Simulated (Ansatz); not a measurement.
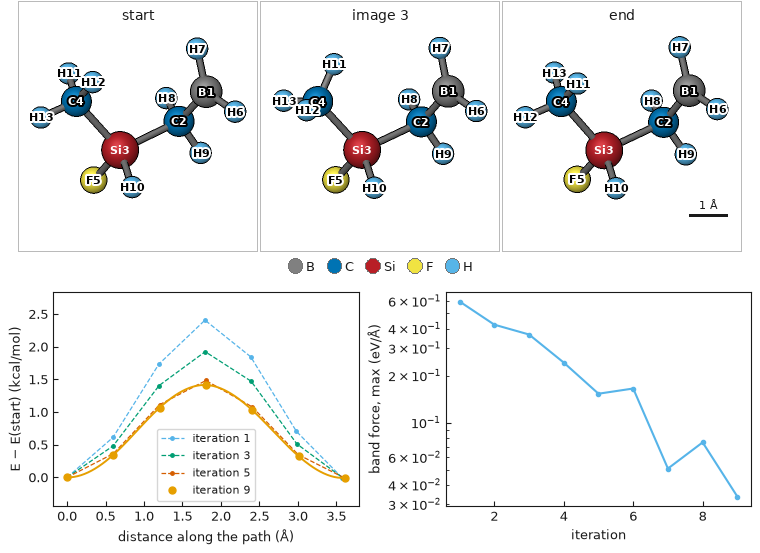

NEB run on C$_{2}$H$_{8}$BFSi. Images are numbered from 0 (start) to 6 (end). The plot follows the band through its iterations. The picture is a ball-and-stick view, seen from a free direction.

Theory: Ansatz, RKS B3LYP-D4/6-31G*.

Input file:
```yaml
crystal:
  periodic: [false, false, false]
  atoms:
    - { symbol: B, position_ang: [-1.773557, -0.373892, -0.699554] }
    - { symbol: C, position_ang: [-0.386386, -0.05048, -1.295826] }
    - { symbol: Si, position_ang: [0.717026, 0.753462, 0.014945] }
    - { symbol: C, position_ang: [0.975583, -0.377626, 1.479835] }
    - { symbol: F, position_ang: [2.149207, 1.054175, -0.683908] }
    - { symbol: H, position_ang: [-2.649409, 0.4433, -0.700157] }
    - { symbol: H, position_ang: [-1.982678, -1.426591, -0.166927] }
    - { symbol: H, position_ang: [0.170754, -0.942152, -1.613758] }
    - { symbol: H, position_ang: [-0.422191, 0.677051, -2.117336] }
    - { symbol: H, position_ang: [0.155941, 2.065655, 0.435372] }
    - { symbol: H, position_ang: [1.354908, -1.355314, 1.161209] }
    - { symbol: H, position_ang: [0.024936, -0.545217, 2.001676] }
    - { symbol: H, position_ang: [1.686167, 0.043129, 2.19943] }
basis:
  gaussian: { orbitals: "6-31G*" }
hamiltonian:
  xc: b3lyp
  dispersion: d4
neb:
  order_check: false
  images: 5
  f_tol: 0.05
  max_iterations: 60
  initial_path: idpp
  max_displacement: 0.02
  optimiser: lbfgs
  final_atoms:
    - { symbol: B, position_ang: [-1.68953258, -0.50696103, -0.76581251] }
    - { symbol: C, position_ang: [-0.33314159, -0.02276294, -1.32285834] }
    - { symbol: Si, position_ang: [0.6718429, 0.80174425, 0.05290427] }
    - { symbol: C, position_ang: [0.91234743, -0.34030193, 1.51240049] }
    - { symbol: F, position_ang: [2.12175745, 1.17674498, -0.56974226] }
    - { symbol: H, position_ang: [-2.63601706, 0.22634585, -0.72464785] }
    - { symbol: H, position_ang: [-1.804879, -1.60663554, -0.3042063] }
    - { symbol: H, position_ang: [0.30718705, -0.8385886, -1.68412451] }
    - { symbol: H, position_ang: [-0.42737025, 0.74718567, -2.09985802] }
    - { symbol: H, position_ang: [0.03242717, 2.08058601, 0.46393622] }
    - { symbol: H, position_ang: [-0.05039623, -0.54209113, 1.99946782] }
    - { symbol: H, position_ang: [1.58436351, 0.09255877, 2.26154412] }
    - { symbol: H, position_ang: [1.3317122, -1.30232436, 1.19599788] }
```

Launched with:
```bash
ansatz run input.yaml --threads 2 --pin off --max-ram 3072MiB --backend cpu --events-out ev --progress --plain --runs-dir out
```

> Judge this run.

The run is converged, with reservations. The band converged in 9 iterations. The largest component of the band force went from 0.6 to 0.034 eV/Å. The climbing image converged on the top of the path. Its curvatures weren't checked. The step length is far from the usual. The first iteration put the highest image at 2.41 kcal/mol. The two ends have the same energy, and the highest point, image 3, lies 1.41 kcal/mol above the start.
